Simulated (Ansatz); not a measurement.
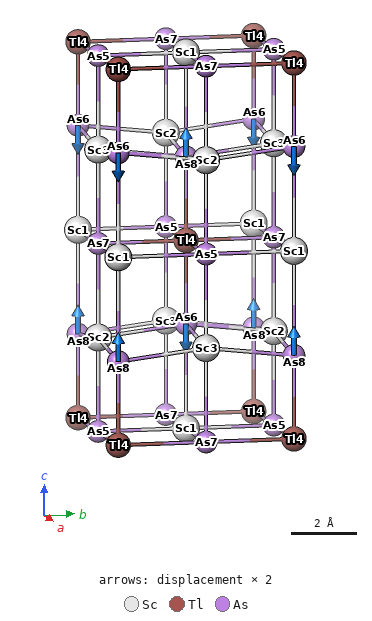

This is a relaxation of crystalline Sc3TlAs4 (built on the Li3TaO4-139 type type). The starting structure is drawn; blue arrows show the displacements (the part carried along by the change of the cell is left out), 2 times their true length.

The picture is a ball-and-stick view of the conventional cell (2 times the calculation's cell), seen slightly off an axis. Lengths and directions refer to the drawn axes.

Level of theory: DFT, PBEsol, plane waves, PAW in Ansatz.

Input
```yaml
crystal:
  lattice:
    - [-2.77919448, 2.77919448, 5.86714437]
    - [2.77919448, -2.77919448, 5.86714437]
    - [2.77919448, 2.77919448, -5.86714437]
  atoms:
    - { symbol: Sc, position: [0.5, 0.5, 0.0] }
    - { symbol: Sc, position: [0.25, 0.75, 0.5] }
    - { symbol: Sc, position: [0.75, 0.25, 0.5] }
    - { symbol: Tl, position: [0.0, 0.0, 0.0] }
    - { symbol: As, position: [0.0, 0.5, 0.5] }
    - { symbol: As, position: [0.777859, 0.777859, 0.0] }
    - { symbol: As, position: [0.5, 0.0, 0.5] }
    - { symbol: As, position: [0.222141, 0.222141, 0.0] }
kpoints:
  mp_grid: { grid: [6, 6, 6] }
hamiltonian:
  xc: pbesol
scf:
  occupations: { method: fermi_dirac, width: 0.03 }
relax:
  f_tol: 0.01
  cell: {}
  max_steps: 120
```

Command:
```bash
ansatz run input.yaml --threads 4 --pin off --max-ram 4608MiB --backend cpu --events-out ev --progress --plain --runs-dir out
```

> What happened in the run?

The largest moves relative to the cell, 0.47 Å, are those of As6 and As8. As6 goes along −c. Sc and Tl stay in place. The drawn cell changes as follows: a = b 5.558 → 5.487 Å (−1.3 %), c 11.734 → 11.338 Å (−3.4 %); the volume changes by −5.8 %. Among the contacts that change: Sc1–As6 3.260 → 2.683 Å, Tl4–As6 2.607 → 2.986 Å, Sc2–As5 2.934 → 2.835 Å, Sc2–As6 2.798 → 2.748 Å. Bond angles that change, for instance: Sc2–As6–Tl4 96.7° → 86.8°, As5–Sc3–As6 83.3° → 93.2°, Sc1–As6–Sc2 83.3° → 93.2°. The space group stays I4/mmm (No. 139). The energy falls by 171 meV per atom in 5 accepted moves (6 points after the start). Largest force component: 2.4 eV/Å at the start, 0.00026 eV/Å at the end. The pressure goes from −2.61 to 0.00 GPa. The SCF was repeated once at an unchanged geometry on a basis and grid sized afresh for the cell, which shifted the energy by 0.2 meV per atom at most.
